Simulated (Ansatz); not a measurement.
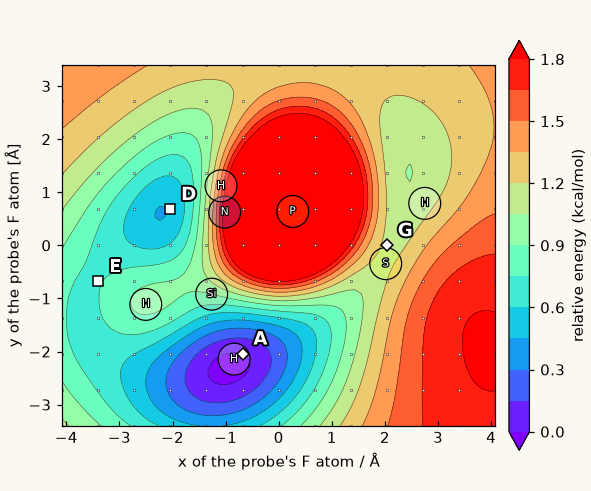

H₄NPSSi (SMILES SP1N[SiH2]1) with the probe HF. The probe is moved over a plane parallel to the molecule's main plane, 3.26 Å above it. First axis: x of the probe's F atom. Second axis: y of the probe's F atom. Nothing is relaxed (molecule and probe rigid, the probe upright with F nearest the plane). The grid has 13 × 11 points. Points are written as (first, second). Energies are in kcal/mol, from the lowest grid point. Level of theory: Ansatz, RKS B3LYP-D4/def2-SVPD.

The picture shows filled contours, dots at the grid points, labelled circles for the molecule's atoms, projected on the plane, one colour for all values above the top of the scale, lettered points. Between grid points the surface is interpolated.

Question: Is G the lowest point of the computed grid?

Answer: No. G lies 1.16 kcal/mol above the lowest grid point, which is at (−0.68 Å, −2.04 Å).

Question: What kind of point is each of A, D, E: minimum, saddle, maximum or slope?

Answer: A: minimum; D: minimum; E: saddle point. (In these two coordinates alone; a stationary point may lie a little off the grid point.)
